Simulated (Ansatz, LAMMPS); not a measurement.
## N in place of O at several sites of glassy 67P2O5-20BaO-13Al2O3 (mol %) (86 atoms)

Aim: make N in place of O at several sites of glassy 67P2O5-20BaO-13Al2O3 (mol %) (86 atoms), relax each, and compare their energies.

Calculated with Ansatz 0.2.0; Kohn-Sham DFT, PBE, PAW (set soft_1), plane waves.

## Step 1: Set-up

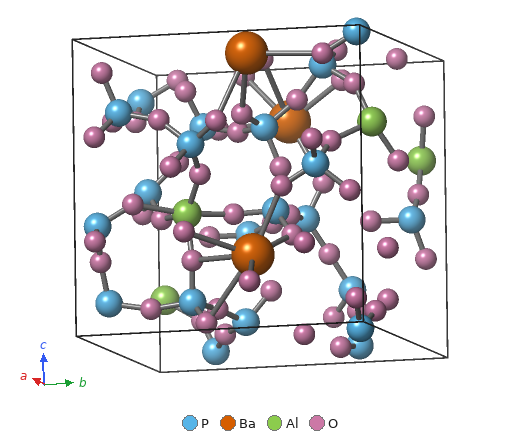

Start, viewed slightly off an axis; phosphorus blue, barium orange, aluminium green, oxygen pink. Bonds to atoms that aren't drawn are left out. Some periodic images of atoms are drawn too.

The cell holds 86 atoms: 20 P, 3 Ba, 4 Al and 59 O. Cell: a = 10.771 Å, b = 10.771 Å, c = 10.771 Å, α = 90.0°, β = 90.0°, γ = 90.0°. 86 atoms (20 P, 3 Ba, 4 Al, 59 O) placed at random at 2.81 g/cm³, melted at 4000 K for 10 ps at fixed volume with the Morse and Coulomb pair potential with partial charges (Pedone, Malavasi, Menziani, Cormack and Segre, J. Phys. Chem. B 110, 11780 (2006)). Quenched from 4000 K to 300 K at 20 K/ps and fixed volume, held 10 ps at zero pressure, then minimised at fixed cell.

Limits known from the start: The quench rate of 20 K/ps is orders of magnitude faster than experiment, which tends to freeze in extra defects. The network of bonds at the start is that of the classical potential that made the cell, and needn't be the one that DFT or experiment would give. The Brillouin zone is sampled at Γ only, in a cell whose shortest periodic width is 11 Å. The levels lack spin–orbit coupling, which is large for the heavy elements here.

## Step 2: Single point at the start

The forces at the start show how far the geometry lies from a minimum of this functional.

Contents of input.yaml:

```yaml
crystal:
  lattice:
    - [10.77141, 0.0, 0.0]
    - [0.0, 10.77141, 0.0]
    - [0.0, 0.0, 10.77141]
  atoms:
    - { symbol: P, position: [0.07407, 0.69339, 0.23456] }
    - { symbol: P, position: [0.81905, 0.10532, 0.76899] }
    - { symbol: P, position: [0.21983, 0.94507, 0.4411] }
    - { symbol: P, position: [0.12817, 0.23153, 0.04379] }
    - { symbol: P, position: [0.20863, 0.005, 0.88252] }
    - { symbol: P, position: [0.03705, 0.3251, 0.44305] }
    - { symbol: P, position: [0.62757, 0.00762, 0.15503] }
    - { symbol: P, position: [0.51261, 0.72726, 0.9379] }
    - { symbol: P, position: [0.79791, 0.78153, 0.56813] }
    - { symbol: P, position: [0.47659, 0.54721, 0.46054] }
    - { symbol: P, position: [0.53003, 0.52754, 0.7349] }
    - { symbol: P, position: [0.43902, 0.09305, 0.54629] }
    - { symbol: P, position: [0.86146, 0.94881, 0.99703] }
    - { symbol: P, position: [0.83992, 0.35973, 0.64904] }
    - { symbol: P, position: [0.19062, 0.56911, 0.46543] }
    - { symbol: P, position: [0.61402, 0.29395, 0.14764] }
    - { symbol: P, position: [0.78292, 0.01617, 0.39537] }
    - { symbol: P, position: [0.34962, 0.40189, 0.10714] }
    - { symbol: P, position: [0.39472, 0.27537, 0.76512] }
    - { symbol: P, position: [0.24497, 0.76617, 0.02285] }
    - { symbol: Ba, position: [0.84101, 0.55982, 0.94599] }
    - { symbol: Ba, position: [0.12778, 0.49732, 0.80406] }
    - { symbol: Ba, position: [0.77398, 0.55274, 0.27474] }
    - { symbol: Al, position: [0.59078, 0.91945, 0.72781] }
    - { symbol: Al, position: [0.02314, 0.92345, 0.66451] }
    - { symbol: Al, position: [0.03555, 0.03019, 0.23702] }
    - { symbol: Al, position: [0.63098, 0.28312, 0.44333] }
    - { symbol: O, position: [0.25666, 0.28826, 0.77158] }
    - { symbol: O, position: [0.11718, 0.93934, 0.53817] }
    - { symbol: O, position: [0.74474, 0.12864, 0.46854] }
    - { symbol: O, position: [0.61338, 0.68113, 0.02023] }
    - { symbol: O, position: [0.31931, 0.0391, 0.49151] }
    - { symbol: O, position: [0.28457, 0.8218, 0.43439] }
    - { symbol: O, position: [0.54406, 0.84531, 0.86558] }
    - { symbol: O, position: [0.23087, 0.90409, 0.98345] }
    - { symbol: O, position: [0.12857, 0.63057, 0.35201] }
    - { symbol: O, position: [0.51175, 0.57616, 0.6004] }
    - { symbol: O, position: [0.16899, 0.12195, 0.95635] }
    - { symbol: O, position: [0.91871, 0.805, 0.63626] }
    - { symbol: O, position: [0.61675, 0.15005, 0.13083] }
    - { symbol: O, position: [0.47787, 0.34121, 0.13877] }
    - { symbol: O, position: [0.69691, 0.36567, 0.06433] }
    - { symbol: O, position: [0.5105, 0.15984, 0.44552] }
    - { symbol: O, position: [0.32006, 0.01852, 0.80257] }
    - { symbol: O, position: [0.30637, 0.47834, 0.21385] }
    - { symbol: O, position: [0.13098, 0.43526, 0.46512] }
    - { symbol: O, position: [0.33316, 0.5542, 0.46177] }
    - { symbol: O, position: [0.1682, 0.97797, 0.31359] }
    - { symbol: O, position: [0.78625, 0.89658, 0.47468] }
    - { symbol: O, position: [0.51434, 0.41158, 0.45016] }
    - { symbol: O, position: [0.0746, 0.16866, 0.1563] }
    - { symbol: O, position: [0.50935, 0.94306, 0.13724] }
    - { symbol: O, position: [0.04341, 0.31822, 0.97718] }
    - { symbol: O, position: [0.51027, 0.98576, 0.60311] }
    - { symbol: O, position: [0.68616, 0.99686, 0.28741] }
    - { symbol: O, position: [0.35874, 0.47437, 0.98908] }
    - { symbol: O, position: [0.44555, 0.41045, 0.73566] }
    - { symbol: O, position: [0.49572, 0.63178, 0.82691] }
    - { symbol: O, position: [0.72904, 0.35879, 0.56141] }
    - { symbol: O, position: [0.10216, 0.95912, 0.80256] }
    - { symbol: O, position: [0.85924, 0.05981, 0.9011] }
    - { symbol: O, position: [0.9513, 0.32154, 0.5607] }
    - { symbol: O, position: [0.95304, 0.36573, 0.34026] }
    - { symbol: O, position: [0.42501, 0.19571, 0.64754] }
    - { symbol: O, position: [0.9888, 0.7941, 0.27856] }
    - { symbol: O, position: [0.10777, 0.20775, 0.43268] }
    - { symbol: O, position: [0.86197, 0.82929, 0.92947] }
    - { symbol: O, position: [0.65869, 0.30786, 0.28159] }
    - { symbol: O, position: [0.90315, 0.04134, 0.32859] }
    - { symbol: O, position: [0.54276, 0.62293, 0.36726] }
    - { symbol: O, position: [0.24925, 0.29998, 0.08299] }
    - { symbol: O, position: [0.3843, 0.74015, 0.00209] }
    - { symbol: O, position: [0.79647, 0.66175, 0.49982] }
    - { symbol: O, position: [0.7375, 0.96616, 0.07066] }
    - { symbol: O, position: [0.65687, 0.4863, 0.76726] }
    - { symbol: O, position: [0.8975, 0.46583, 0.7166] }
    - { symbol: O, position: [0.18189, 0.74218, 0.14908] }
    - { symbol: O, position: [0.46227, 0.23437, 0.87847] }
    - { symbol: O, position: [0.68977, 0.80385, 0.65702] }
    - { symbol: O, position: [0.17272, 0.6942, 0.92919] }
    - { symbol: O, position: [0.96756, 0.96625, 0.08606] }
    - { symbol: O, position: [0.82074, 0.24487, 0.73894] }
    - { symbol: O, position: [0.99913, 0.60518, 0.15645] }
    - { symbol: O, position: [0.69196, 0.0471, 0.75751] }
    - { symbol: O, position: [0.1588, 0.62217, 0.58902] }
    - { symbol: O, position: [0.90844, 0.04531, 0.67938] }
kpoints:
  mp_grid: { grid: [1, 1, 1] }
hamiltonian:
  xc: pbe
  pseudopotentials: { kind: paw, azcp: { folder: soft_1 } }
scf:
  occupations: { method: fixed }
output:
  forces: true
```

The run is started by

```
$ ansatz run input.yaml --threads 4 --pin off --max-ram 8192MiB --backend cpu --events-out ev --progress --plain --runs-dir out
```

Numbers of over 12 decimals in the logs are rounded to 6 here.

The log of the run:

```text
[...]
Pseudopotentials: kind: paw
Pseudopotential: P, paw, valence charge 5, recommended cutoff 420 eV (normal), soft_1/P.paw.azcp
Pseudopotential: Ba, paw, valence charge 10, recommended cutoff 420 eV (normal), soft_1/Ba.paw.azcp
Pseudopotential: Al, paw, valence charge 3, recommended cutoff 420 eV (normal), soft_1/Al.paw.azcp
Pseudopotential: O, paw, valence charge 6, recommended cutoff 420 eV (normal), soft_1/O.paw.azcp
[...]
Crystal: 86 atoms, lattice volume = 1249.734 Å³
Basis set: ecut = 420 eV, 24303 PW (Γ), exchange–correlation on 144×144×144 points (8 copies of the dense FFT grid, shifted against one another)
Bands: 334, of which v1, the nominal top of the filled ones, is band 248 counted from 1 (247 counted from 0)
Symmetry: 1 space group operations
Space group: P1 (ITA 1), of the structure as read, at distance tolerance 1.1e-4 Å
k-points: 1
[...]
Initial density: superposition of atomic densities (chi_scale 0.1, normalization cell, long waves 7 % of neutral atoms (reshape's long-wave potential 1.07 eV rms, cloud 2.81 Å wide))
Initial wavefunctions: pseudopotential atomic-orbital guess
[...]
SCF iter   1: F=—  HF=-68691.775083 eV  |F-HF|=—  |Δ(HF+E_count)|=         —  Δρ=1.23e-1  dr2=3.43e2  ethr=3.10e-3  ⟨swp⟩=6.0  Hψ=1233  notcnv=0  defer=84
preconditioner: auto → Resta (q_TF=auto, 2.339 Å⁻¹)  ε∞=2.9  [insulator: Δε(μ)=0.070 eV  Ē_g=16.734 eV  n_scr=256 (ndim 8)  ℏωp=23.3 eV  f_vac=0.102  ε∞_Penn≈2.9]
SCF iter   2: F=—  HF=-68650.726189 eV  |F-HF|=—  |Δ(HF+E_count)|=    4.10e1  Δρ=7.30e-2  dr2=5.81e1  ethr=3.10e-3  ⟨swp⟩=10.0  Hψ=871  notcnv=0  defer=84
SCF iter   3: F=—  HF=-68634.684560 eV  |F-HF|=—  |Δ(HF+E_count)|=    1.60e1  Δρ=2.77e-2  dr2=1.14e1  ethr=3.10e-3  ⟨swp⟩=6.0  Hψ=763  notcnv=0  defer=72
automatic band count: iteration 3 solves 323 bands in place of 334: the levels show a gap, and the empty bands left out lie too high to hold charge; the band table lists the bands solved (type scf.n_extra_bands for more)
SCF iter   4: F=—  HF=-68631.535054 eV  |F-HF|=—  |Δ(HF+E_count)|=    3.15e0  Δρ=1.05e-2  dr2=1.25e0  ethr=2.29e-3  ⟨swp⟩=4.0  Hψ=551  notcnv=0  defer=71
SCF iter   5: F=—  HF=-68631.416609 eV  |F-HF|=—  |Δ(HF+E_count)|=   1.18e-1  Δρ=6.27e-3  dr2=4.48e-1  ethr=2.51e-4  ⟨swp⟩=5.0  Hψ=503  notcnv=0  defer=73
[...]
SCF iter  12: F=—  HF=-68631.340913 eV  |F-HF|=—  |Δ(HF+E_count)|=   2.28e-7  Δρ=5.55e-6  dr2=3.72e-7  ethr=6.41e-10  ⟨swp⟩=3.0  Hψ=466  notcnv=0  defer=73
SCF iter  13: F=-68631.340913 eV  HF=-68631.340913 eV  |F-HF|=1.83e-9  |Δ(HF+E_count)|=   2.11e-7  Δρ=2.03e-6  dr2=5.09e-8  ethr=2.02e-11  ⟨swp⟩=6.0  Hψ=1133  notcnv=0
SCF 1 converged in 13 iterations: F = -68631.340913 eV  dr2 = 5.09e-8
[...]
SCF converged after 13 iterations
Free energy (F): -68631.340913 eV
Harris-Foulkes:  -68631.340913 eV  (|F-HF|=1.83e-9)
Internal energy: -68631.340913 eV  (E = F + TS)
E sigma→0 (E₀):  -68631.340913 eV
Fermi energy:    4.201490 eV
--- Per-component energies (eV) ---
[...]
Σ components = -68631.340913   (vs F -68631.340913, Δ=0.00e0)
--- Forces (eV/Å), atoms counted from 1 ---
  atom   1  P     -3.75985032     0.80790971    -0.33918736
  atom   2  P     -0.14610172    -3.75789439    -1.68391482
  atom   3  P      0.42500772    -4.84257584    -0.16151955
  atom   4  P     -0.32693755     0.98746069     0.41412257
[...]
atom  86  O      0.53375631     0.50710674    -0.29433817
  max |Σ_I F_I| component: 6.76e-5 eV/Å
```

Elapsed: 16 s, on 4 threads of Arm Neoverse V1, shared host; peak memory 1.4 GiB.

The r.m.s. force at the start is 1.2 eV/Å.

## Step 3: Relaxation

With the cell held, the atoms are moved downhill towards a nearby minimum.

Contents of input.yaml:

```yaml
crystal:
  lattice:
    - [10.77141, 0.0, 0.0]
    - [0.0, 10.77141, 0.0]
    - [0.0, 0.0, 10.77141]
  atoms:
    [... the 86 atom lines of step 2 ...]
kpoints:
  mp_grid: { grid: [1, 1, 1] }
hamiltonian:
  xc: pbe
  pseudopotentials: { kind: paw, azcp: { folder: soft_1 } }
scf:
  occupations: { method: fixed }
output:
  forces: true
relax:
  f_tol: 0.05
  max_steps: 120
```

The log of the run:

```text
[...]
Crystal: 86 atoms, lattice volume = 1249.734 Å³
Basis set: ecut = 420 eV, 24303 PW (Γ), exchange–correlation on 144×144×144 points (8 copies of the dense FFT grid, shifted against one another)
Bands: 334, of which v1, the nominal top of the filled ones, is band 248 counted from 1 (247 counted from 0)
Symmetry: 1 space group operations
[...]
k-points: 1
[...]
SCF iter   1: F=—  HF=-68691.775091 eV  |F-HF|=—  |Δ(HF+E_count)|=         —  Δρ=1.23e-1  dr2=3.43e2  ethr=3.10e-3  ⟨swp⟩=6.0  Hψ=1233  notcnv=0  defer=84
[...]
SCF iter  10: F=-68631.340906 eV  HF=-68631.340911 eV  |F-HF|=4.30e-6  |Δ(HF+E_count)|=   1.71e-5  Δρ=3.86e-5  dr2=1.67e-5  ethr=1.26e-8  ⟨swp⟩=4.0  Hψ=1189  notcnv=0
SCF 1 converged in 10 iterations: F = -68631.340906 eV  dr2 = 1.67e-5
[...]
relax step   1: F+E_penalty+E_count = -68631.34090623 eV  Δ(F+E_penalty+E_count) = +0.000e0 eV  max|allowed force component| = 4.842e0 eV/Å  Δτ_max = 0.0000 Å  (10 SCF iters, dr2 threshold 6.25e-5 eV, accepted)
[... from here on, the SCF cycles and remarks between the steps are left out ...]
relax step   2: F+E_penalty+E_count = -68633.93958422 eV  Δ(F+E_penalty+E_count) = -2.599e0 eV  max|allowed force component| = 3.799e0 eV/Å  Δτ_max = 0.1968 Å  (6 SCF iters, dr2 threshold 1.00e-4 eV, accepted)
relax step   3: F+E_penalty+E_count = -68636.80316939 eV  Δ(F+E_penalty+E_count) = -2.864e0 eV  max|allowed force component| = 1.516e0 eV/Å  Δτ_max = 0.1968 Å  (7 SCF iters, dr2 threshold 1.00e-4 eV, accepted)
relax step   4: F+E_penalty+E_count = -68637.90226572 eV  Δ(F+E_penalty+E_count) = -1.099e0 eV  max|allowed force component| = 1.227e0 eV/Å  Δτ_max = 0.1975 Å  (7 SCF iters, dr2 threshold 1.00e-4 eV, accepted)
relax step   5: F+E_penalty+E_count = -68638.85285908 eV  Δ(F+E_penalty+E_count) = -9.506e-1 eV  max|allowed force component| = 6.711e-1 eV/Å  Δτ_max = 0.2000 Å  (6 SCF iters, dr2 threshold 1.00e-4 eV, accepted)
relax step   6: F+E_penalty+E_count = -68639.28797566 eV  Δ(F+E_penalty+E_count) = -4.351e-1 eV  max|allowed force component| = 8.991e-1 eV/Å  Δτ_max = 0.2000 Å  (7 SCF iters, dr2 threshold 1.00e-4 eV, accepted)
relax step   7: F+E_penalty+E_count = -68639.49148398 eV  Δ(F+E_penalty+E_count) = -2.035e-1 eV  max|allowed force component| = 7.867e-1 eV/Å  Δτ_max = 0.1937 Å  (6 SCF iters, dr2 threshold 1.00e-4 eV, accepted)
relax step   8: F+E_penalty+E_count = -68639.72572783 eV  Δ(F+E_penalty+E_count) = -2.342e-1 eV  max|allowed force component| = 6.253e-1 eV/Å  Δτ_max = 0.2000 Å  (6 SCF iters, dr2 threshold 1.00e-4 eV, accepted)
relax step   9: F+E_penalty+E_count = -68639.83961486 eV  Δ(F+E_penalty+E_count) = -1.139e-1 eV  max|allowed force component| = 4.881e-1 eV/Å  Δτ_max = 0.1602 Å  (6 SCF iters, dr2 threshold 1.00e-4 eV, accepted)
relax step  10: F+E_penalty+E_count = -68640.02560291 eV  Δ(F+E_penalty+E_count) = -1.860e-1 eV  max|allowed force component| = 2.931e-1 eV/Å  Δτ_max = 0.2000 Å  (6 SCF iters, dr2 threshold 1.00e-4 eV, accepted)
relax step  11: F+E_penalty+E_count = -68640.08091146 eV  Δ(F+E_penalty+E_count) = -5.531e-2 eV  max|allowed force component| = 1.813e-1 eV/Å  Δτ_max = 0.0724 Å  (6 SCF iters, dr2 threshold 3.10e-5 eV, accepted)
relax step  12: F+E_penalty+E_count = -68640.10444120 eV  Δ(F+E_penalty+E_count) = -2.353e-2 eV  max|allowed force component| = 3.967e-1 eV/Å  Δτ_max = 0.1523 Å  (7 SCF iters, dr2 threshold 1.19e-5 eV, accepted)
relax step  13: F+E_penalty+E_count = -68640.17842396 eV  Δ(F+E_penalty+E_count) = -7.398e-2 eV  max|allowed force component| = 3.201e-1 eV/Å  Δτ_max = 0.2000 Å  (6 SCF iters, dr2 threshold 6.02e-5 eV, accepted)
relax step  14: F+E_penalty+E_count = -68640.26312856 eV  Δ(F+E_penalty+E_count) = -8.470e-2 eV  max|allowed force component| = 2.068e-1 eV/Å  Δτ_max = 0.2000 Å  (6 SCF iters, dr2 threshold 6.67e-5 eV, accepted)
relax step  15: F+E_penalty+E_count = -68640.26652307 eV  Δ(F+E_penalty+E_count) = -3.395e-3 eV  max|allowed force component| = 5.778e-1 eV/Å  Δτ_max = 0.1970 Å  (7 SCF iters, dr2 threshold 1.78e-5 eV, accepted)
relax step  16: F+E_penalty+E_count = -68640.30034403 eV  Δ(F+E_penalty+E_count) = -3.382e-2 eV  max|allowed force component| = 3.635e-1 eV/Å  Δτ_max = 0.1686 Å  (6 SCF iters, dr2 threshold 1.00e-4 eV, accepted)
relax step  17: F+E_penalty+E_count = -68640.32478860 eV  Δ(F+E_penalty+E_count) = -2.444e-2 eV  max|allowed force component| = 2.428e-1 eV/Å  Δτ_max = 0.1007 Å  (6 SCF iters, dr2 threshold 5.23e-5 eV, accepted)
relax step  18: F+E_penalty+E_count = -68640.27735361 eV  Δ(F+E_penalty+E_count) = +4.743e-2 eV  max|allowed force component| = 9.445e-1 eV/Å  Δτ_max = 0.2000 Å  (7 SCF iters, dr2 threshold 2.33e-5 eV, rejected (line search))
relax step  19: F+E_penalty+E_count = -68640.35725144 eV  Δ(F+E_penalty+E_count) = -3.246e-2 eV  max|allowed force component| = 9.412e-2 eV/Å  Δτ_max = 0.1000 Å  (9 SCF iters, accepted)
relax step  20: F+E_penalty+E_count = -68640.36384947 eV  Δ(F+E_penalty+E_count) = -6.598e-3 eV  max|allowed force component| = 8.622e-2 eV/Å  Δτ_max = 0.0490 Å  (9 SCF iters, accepted)
relax step  21: F+E_penalty+E_count = -68640.36768164 eV  Δ(F+E_penalty+E_count) = -3.832e-3 eV  max|allowed force component| = 6.404e-2 eV/Å  Δτ_max = 0.0394 Å  (9 SCF iters, accepted)
relax step  22: F+E_penalty+E_count = -68640.34979157 eV  Δ(F+E_penalty+E_count) = +1.789e-2 eV  max|allowed force component| = 1.751e-1 eV/Å  Δτ_max = 0.1221 Å  (9 SCF iters, rejected (line search))
relax step  23: F+E_penalty+E_count = -68640.37156915 eV  Δ(F+E_penalty+E_count) = -3.888e-3 eV  max|allowed force component| = 4.269e-2 eV/Å  Δτ_max = 0.0360 Å  (9 SCF iters, accepted)
SCF converged after 9 iterations
Free energy (F): -68640.371569 eV
[...]
Internal energy: -68640.371569 eV  (E = F + TS)
E sigma→0 (E₀):  -68640.371569 eV
Fermi energy:    3.267341 eV
[...]
--- Forces (eV/Å), atoms counted from 1 ---
  atom   1  P      0.00133263    -0.02277483     0.00235480
  atom   2  P     -0.00084968     0.00172939     0.01443156
  atom   3  P     -0.02421218    -0.00982450     0.00185976
  atom   4  P     -0.01316168    -0.00757992     0.00518733
  atom   5  P      0.00484654    -0.00501206     0.00943253
  atom   6  P      0.00638313    -0.00701831     0.01199594
  atom   7  P     -0.00686065    -0.01506848    -0.01714816
  atom   8  P     -0.00824052     0.00097744     0.00871333
  atom   9  P      0.00413594    -0.04268887    -0.01651652
  atom  10  P      0.00683825     0.01367481    -0.02154310
  atom  11  P      0.00368045     0.01954252    -0.02135719
  atom  12  P     -0.00594602     0.00793011    -0.00418251
  atom  13  P     -0.01003065    -0.00038737     0.00712590
  atom  14  P      0.02080110     0.00859149     0.00161328
[...]
atom  85  O     -0.00181660    -0.00428377    -0.00853793
  atom  86  O     -0.00799279     0.00399824    -0.00626164
  max |Σ_I F_I| component: 6.78e-5 eV/Å
--- Relaxed structure (23 steps of the walk, 21 accepted, 0 SCFs on fresh bases) ---
  F+E_penalty+E_count = -68640.37156915 eV   max|allowed force component| = 4.269e-2 eV/Å
  atoms:
    - { symbol: P, position: [0.086885, 0.690433, 0.232170] }
    - { symbol: P, position: [0.828816, 0.094725, 0.781356] }
    - { symbol: P, position: [0.237999, 0.961398, 0.442826] }
    - { symbol: P, position: [0.134383, 0.195092, 0.036699] }
[...]
- { symbol: O, position: [0.930584, 0.051819, 0.695544] }
```

Wall time 3.7 min (4 threads); peak memory 1.4 GiB; 14 min of CPU time.

The relaxation converged after 23 steps, 9.03 eV below its start, with a largest force component of 0.043 eV/Å.

(Part 1 of 3 ends here.)

[Logs are printed without paths, hosts, clocks, repeated set-up lines and the standing remarks that a program may print on its own settings, such as how far it seeks lower states.]

[Hosts, paths, dates, database ids (printed as entryN), source tags and the programs' standing remarks are cut or masked in the printed files.]
